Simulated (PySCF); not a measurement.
# C3H12B2N2: a tour of settings

Which settings matter for C3H12B2N2 (`C=C[B@@H-]1[NH2+][BH2-][N@H+]1C`), and how do bad ones show?

Programs: PySCF 2.14.0, with density-fitted response routines of our own. Each step states its level of theory. These are calculated values for one molecule in the gas phase, unless marked as measured. Atoms count from 0, in the outputs and in this text.

### Step 1. Starting geometry

19 atoms, charge 0, multiplicity 1; geometry from: GFN2-xTB.

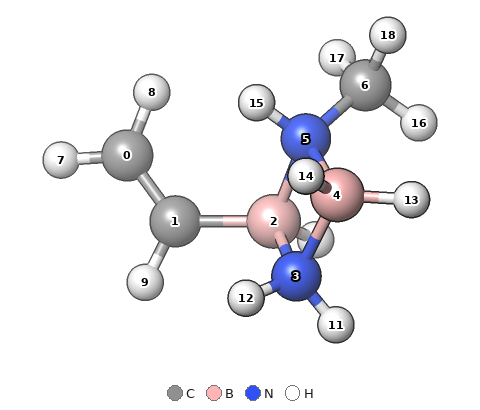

As it starts; carbon grey, boron pink, nitrogen blue, hydrogen white, atoms numbered.

### Step 2. Shielding tensors: PBE0/pcSseg-1

The job: settings as JSON, then the geometry in Å.

```
{"job": {"kind": "nmr", "xc": "PBE0", "basis": "pcSseg-1"}, "charge": 0, "multiplicity": 1}
C      2.488567    -0.717973     0.276101
C      1.869121     0.346254    -0.210519
B      0.329219     0.463828    -0.608629
N     -0.348223     1.759888     0.018065
B     -1.394594     0.800706     0.731813
N     -0.619213    -0.491935     0.227447
C     -1.356795    -1.538751    -0.463181
H      3.543728    -0.734882     0.506535
H      1.970949    -1.648488     0.460826
H      2.480163     1.230450    -0.379532
H      0.119339     0.384862    -1.776055
H     -0.737834     2.419360    -0.642298
H      0.249072     2.270386     0.655981
H     -2.469804     0.884322     0.238888
H     -1.377476     0.911524     1.915093
H     -0.100996    -0.919244     0.986422
H     -1.921063    -1.095029    -1.280491
H     -0.675716    -2.285018    -0.877427
H     -2.058251    -2.031009     0.213499
```

Method: GIAO PBE0/pcSseg-1 NMR shielding, non-relativistic, gas phase.

Started as:

```bash
$ OMP_NUM_THREADS=1 python probes_run.py task.json out
```

This one command runs all jobs of the session in turn.

The log of the run:

```text
coarse grid: 15000 points
cycle   1  E = -280.3339412032  dE =  7.242e-01  |g| = 4.562e-01  |ddm| = 3.645e+00
cycle   2  E = -280.3392132456  dE = -5.272e-03  |g| = 4.628e-01  |ddm| = 9.486e-01
cycle   3  E = -280.3956780448  dE = -5.646e-02  |g| = 7.391e-02  |ddm| = 5.018e-01
cycle   4  E = -280.3967026390  dE = -1.025e-03  |g| = 3.829e-02  |ddm| = 8.772e-02
cycle   5  E = -280.3970534950  dE = -3.509e-04  |g| = 7.087e-03  |ddm| = 3.099e-02
cycle   6  E = -280.3970648520  dE = -1.136e-05  |g| = 3.064e-03  |ddm| = 7.905e-03
cycle   7  E = -280.3970667882  dE = -1.936e-06  |g| = 5.005e-04  |ddm| = 2.093e-03
final grid: 142488 points
cycle   8  E = -280.4280511860  dE = -6.780e-05  |g| = 9.539e-03  |ddm| = 3.707e-02
cycle   9  E = -280.4280445967  dE =  6.589e-06  |g| = 1.114e-02  |ddm| = 1.896e-02
cycle  10  E = -280.4280741296  dE = -2.953e-05  |g| = 1.246e-03  |ddm| = 9.919e-03
cycle  11  E = -280.4280744647  dE = -3.350e-07  |g| = 2.714e-04  |ddm| = 1.008e-03
cycle  12  E = -280.4280744791  dE = -1.440e-08  |g| = 1.229e-04  |ddm| = 2.967e-04
cycle  13  E = -280.4280744827  dE = -3.646e-09  |g| = 3.160e-05  |ddm| = 1.145e-04
cycle  14  E = -280.4280744829  dE = -2.300e-10  |g| = 6.188e-06  |ddm| = 2.670e-05
converged SCF energy = -280.4280744829

GIAO shielding tensors (ppm)
atom      isotropic    diamagn.    paramagn.     s11        s22        s33       span
  0 C       64.227     255.678    -191.451    -54.554     76.831    170.405    224.959
  1 C       26.833     259.539    -232.705   -105.620     21.610    164.510    270.130
  2 B      109.260     187.794     -78.534     99.107    103.935    124.737     25.630
  3 N      238.870     320.163     -81.293    219.659    235.976    260.975     41.316
  4 B      113.219     191.656     -78.437    100.782    107.336    131.538     30.755
  5 N      232.148     323.244     -91.096    206.344    229.257    260.844     54.500
  6 C      146.153     243.735     -97.582    124.705    131.094    182.659     57.954
  7 H       25.986      29.170      -3.183     23.261     25.022     29.675      6.414
  8 H       26.379      34.238      -7.858     23.190     25.318     30.630      7.440
  9 H       25.019      31.417      -6.397     21.342     25.889     27.827      6.484
 10 H       28.307      31.792      -3.485     26.572     28.213     30.136      3.565
 11 H       29.833      30.903      -1.070     22.998     26.276     40.224     17.226
 12 H       30.336      32.182      -1.846     24.747     26.653     39.608     14.862
 13 H       28.709      31.373      -2.664     24.987     29.582     31.559      6.572
 14 H       28.543      31.192      -2.649     24.835     28.516     32.278      7.443
 15 H       30.080      36.411      -6.330     23.241     28.300     38.700     15.459
 16 H       29.107      29.504      -0.398     25.272     27.673     34.376      9.104
 17 H       29.132      29.629      -0.497     24.148     27.446     35.801     11.652
 18 H       29.131      28.432       0.699     24.930     26.449     36.015     11.086
```

Wall time 31 s (1 thread of Arm Neoverse V1, shared host); peak memory 0.82 GiB.

The references, computed at this level on geometries of the same kind, shield at (ppm): ¹H TMS 31.72, ¹³C TMS 186.9, ¹⁵N NH3 267.7, ¹¹B BF3·OEt2 100.1. Their shielding less the atom's gives the shift. The references are single molecules in the gas phase, so shifts against H2O, NH3, PH3, H3PO4 or CFCl3 are not on the usual liquid scales and can be off by tens of ppm. Atoms listed in one row are averaged.

| atoms | environment | σ (ppm) | δ (ppm) | δ scaled to CDCl3 |
| --- | --- | --- | --- | --- |
| C1 | alkene CH | 26.8 | 160.1 | 154.3 |
| C0 | terminal =CH2 carbon | 64.2 | 122.7 | 117.8 |
| C6 | methyl carbon bonded to N | 146.2 | 40.8 | 37.9 |
| H9 | hydrogen on an alkene CH | 25.02 | 6.70 | 6.42 |
| H7 | hydrogen on a terminal =CH2 carbon | 25.99 | 5.73 | 5.51 |
| H8 | hydrogen on a terminal =CH2 carbon | 26.38 | 5.34 | 5.14 |
| H10 | hydrogen on a boron bonded to C, 2 N, in a 4-membered ring | 28.31 | 3.41 | – |
| H14 | hydrogen on a boron bonded to 2 N, in a 4-membered ring | 28.54 | 3.17 | – |
| H13 | hydrogen on a boron bonded to 2 N, in a 4-membered ring | 28.71 | 3.01 | – |
| H16, H17, H18 | hydrogen on a methyl carbon bonded to N | 29.12 | 2.59 | 2.55 |
| H11 | hydrogen on a donor nitrogen of a Lewis adduct | 29.83 | 1.88 | – |
| H15 | hydrogen on a donor nitrogen of a Lewis adduct | 30.08 | 1.64 | – |
| H12 | hydrogen on a donor nitrogen of a Lewis adduct | 30.34 | 1.38 | – |
| B2 | boron bonded to C, 2 N, H, in a 4-membered ring | 109.3 | -9.2 | – |
| B4 | boron bonded to 2 N, 2 H, in a 4-membered ring | 113.2 | -13.2 | – |
| N5 | donor nitrogen of a Lewis adduct | 232.1 | 35.6 | – |
| N3 | donor nitrogen of a Lewis adduct | 238.9 | 28.9 | – |

The scaled column applies a straight-line fit of computed shieldings to shifts measured in CDCl3 (root-mean-square error 0.16 ppm for H, 1.9 ppm for C).

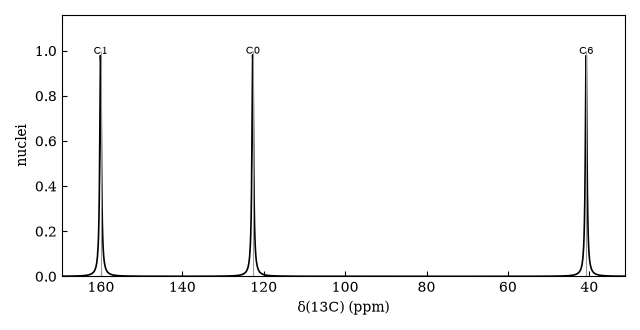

¹³C lines at the computed shifts, without couplings. Lines are broadened to a width of 0.48 ppm (Lorentzian).

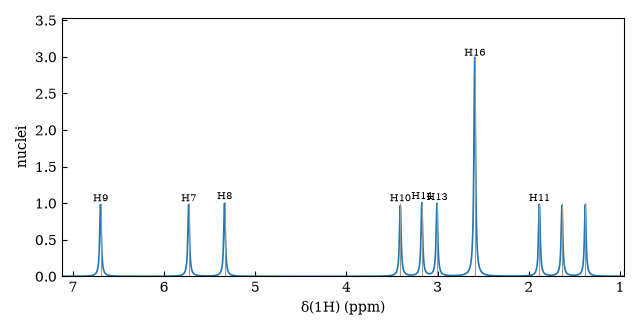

¹H lines at the computed shifts, without couplings. Lines are broadened to a width of 0.02 ppm (Lorentzian).

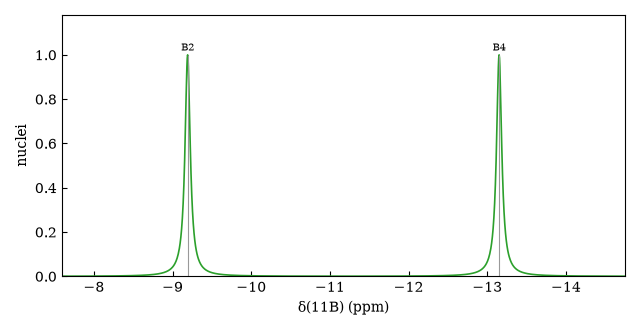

¹¹B lines at the computed shifts, without couplings. Lines are broadened to a width of 0.08 ppm (Lorentzian).

The run also stored atomic charges by several schemes (e):

| atoms | Mulliken | IAO | Hirshfeld | ESP fit |
| --- | --- | --- | --- | --- |
| C0 | -0.21 | -0.32 | -0.12 | -0.47 |
| C1 | -0.40 | -0.25 | -0.12 | -0.19 |
| B2 | 0.40 | 0.05 | 0.07 | 0.12 |
| N3 | -0.46 | -0.42 | -0.13 | -0.47 |
| B4 | 0.05 | -0.10 | 0.02 | 0.07 |
| N5 | -0.57 | -0.27 | -0.08 | 0.15 |
| C6 | -0.08 | -0.30 | -0.05 | -0.46 |

Mulliken charges:

C0 -0.21; C1 -0.40; B2 0.40; N3 -0.46; B4 0.05; N5 -0.57; C6 -0.08; H7 0.11; H8 0.09; H9 0.09; H10 0.01; H11 0.22; H12 0.21; H13 -0.02; H14 -0.01; H15 0.22; H16 0.13; H17 0.12; H18 0.12

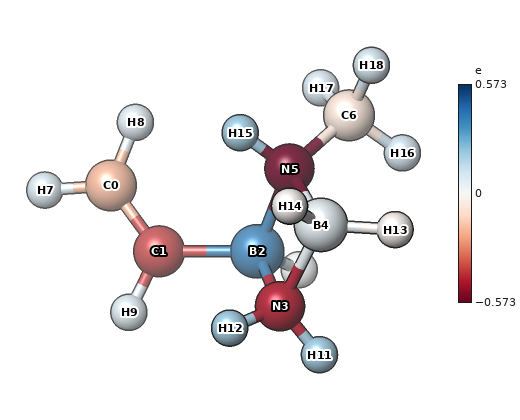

Mulliken charges, as colours on the atoms.

Mayer bond orders: C0–C1 2.00, C1–B2 0.92, B2–N3 0.70, N3–B4 0.74, B4–N5 0.71, N5–C6 0.95, N5–B2 0.69.

Ring of atoms B2, N3, B4, N5: NICS(0) -5.8, NICS(1) -1.0, NICS(1)zz 1.9 ppm (means of both faces). The ring holds saturated atoms, so no π current runs round it: these values come from its σ bonds, any local π bonds and neighbouring rings, and say nothing of aromaticity.

The fields below are evaluated on a grid from the run's orbitals.

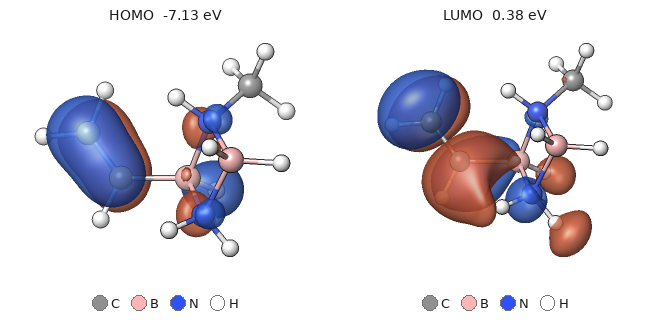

PBE0/pcSseg-1 orbitals near the gap, drawn at the value that encloses 70 % of each; the two colours are the two signs.

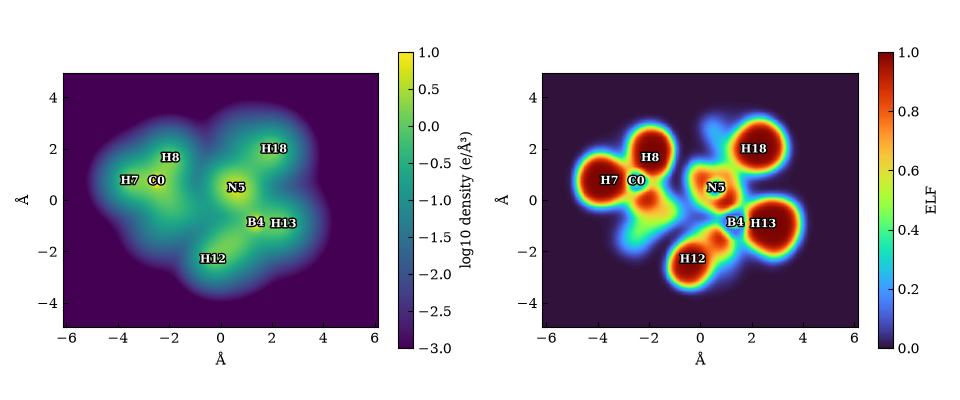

Density (left) and ELF (right) in a plane through or near 8 of the atoms.

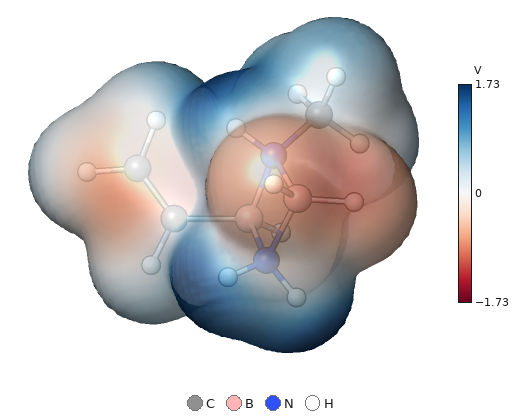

The potential that a unit positive charge feels on the 0.002 e/bohr³ surface, from -1.01 V near C1 to 1.73 V near H11.

[end of part 1 of 2]
